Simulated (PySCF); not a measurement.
System: C₅H₇N₃ (SMILES CCc1ccnnn1).

```tsv
atom	x (Å)	y (Å)	z (Å)
C	-1.9978	0.6041	-0.3762
C	-1.2488	-0.6660	0.0350
C	0.2238	-0.4504	-0.0923
C	0.9867	0.1699	0.8978
C	2.3302	0.3253	0.5997
N	2.8306	-0.0933	-0.5573
N	2.0642	-0.6601	-1.4243
N	0.8050	-0.8448	-1.2243
H	-1.7612	0.8609	-1.4058
H	-3.0696	0.4458	-0.2946
H	-1.7206	1.4404	0.2626
H	-1.5389	-1.4866	-0.6212
H	-1.4961	-0.9218	1.0673
H	0.5553	0.4981	1.8312
H	3.0329	0.7864	1.2805
```

Geometry: GFN2-xTB.

All numbers below come from PBE0/def2-SVPD, SCF density, gas phase (PySCF).

Predict the electron density and electron localisation function between the atoms.

N–N (1.29 Å): ρ at the midpoint is about 2.9 e/Å³; the ELF peaks at about 0.90 between the atoms: localised, covalent bonding.
C–N (1.33 Å): ρ is about 2.5 e/Å³ halfway; the ELF peaks at about 0.90 between the atoms; localised, covalent bonding.
C–C (1.38 Å): ρ at the midpoint is about 2.1 e/Å³; the ELF peaks at about 0.95 between the atoms (a covalent bond).
C–H (1.08 Å): ρ at the midpoint is about 2 e/Å³; the ELF climbs to about 1 towards the hydrogen, as it does in any bond to H (an ordinary covalent bond to hydrogen).

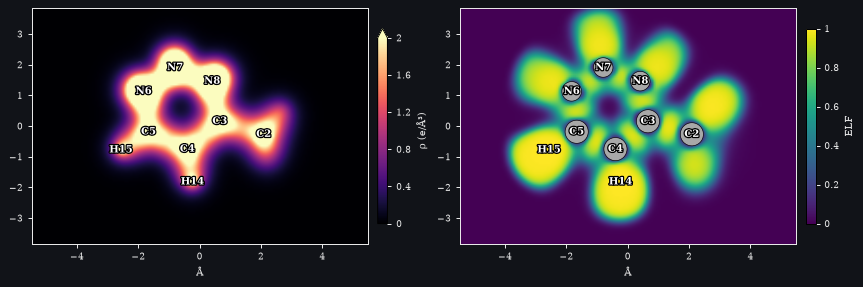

Computed electron density and electron localisation function on the plane of atoms C5, N6 and N7, in this order. Grey discs cover the atomic cores in the ELF map. 
